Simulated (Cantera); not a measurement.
Feed: 1 mol Al₂O₃, 0.049 mol H₂, held at 8.30 bar.

Method: chemical equilibrium by Gibbs-energy minimisation in Cantera with the NASA 1993 tables (ideal gas, pure condensed phases). Candidate condensed phases: Al, Al₂O₃, H₂O; 19 gas species. The tables' values for AlOH are old estimates; treat these amounts as uncertain. Gases not in the tables: Al(OH)₃. Kinetics and transport are ignored.

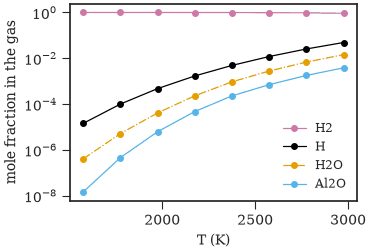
Equilibrium gas composition (values under 1e-9 drawn at 1e-9)

From 1575 K to 2175 K the condensed part is Al₂O₃(s). From 2375 K to 2975 K the condensed part is Al₂O₃(l).
